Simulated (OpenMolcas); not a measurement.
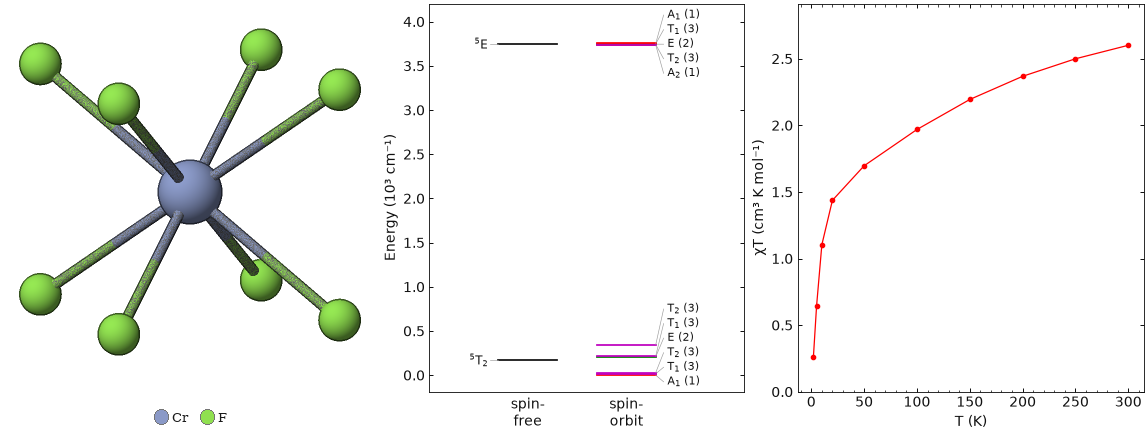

Cr²⁺ (3d⁴) as a dopant in CaF₂, a cluster with its 8 nearest F⁻ at 2.384 Å (cube) embedded in model potentials and point charges; the geometry was set, not optimised, and its levels and susceptibility. Labels give the representation in O, Td, D4 or D3 as the site allows (double group for half-integer spin) where it could be assigned and, in brackets, the degeneracy; spin-free states, where drawn, share the zero of the spin-orbit levels. Computed with OpenMolcas: state-averaged CASSCF, active space 4 electrons in the shell 3d, basis ANO-RCC-VDZP on all atoms, DKH2 scalar Hamiltonian, spin-orbit coupling by RASSI with atomic mean-field integrals. Powder susceptibility by Van Vleck's formula.

What does the figure show?

Answer. The ground level is A₁, non-degenerate, 100 % from states of spin multiplicity 5. The next level lies at 16 cm⁻¹ (T₁). The lowest spin-free state is ⁵T₂, from the free-ion D term; of the same spin there follows at 3,580 cm⁻¹ (⁵E) above it. A ligand-field fit to the spin-free states gives |10Dq| = 3,890 cm⁻¹, B = 1,010 and C = 3,780 cm⁻¹ (rms misfit 80 cm⁻¹). χT is 0.261 cm³ K mol⁻¹ at 2 K and 2.60 at 300 K, an effective moment of 4.56 μB. The active orbitals hold 97 to 99 % metal character (Löwdin), and the Mulliken charge of the metal is +1.59.

Caveat: small active space favours high spin, ground spin may be wrong; the geometry is set by hand, with no relaxation and no charge compensation.
